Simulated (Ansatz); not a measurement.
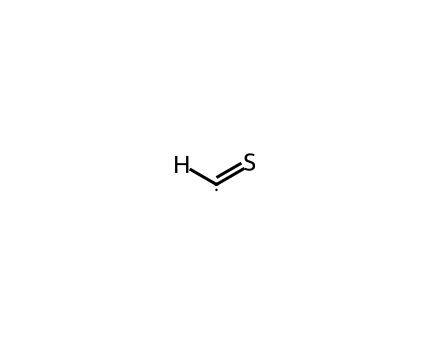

Simulated data, not a measurement (program: Ansatz).

2D structure. State: neutral, doublet.

Q: Transcribe the drawing into SMILES.

A: [CH]=S

Q: What is the molecular formula?

A: CHS.
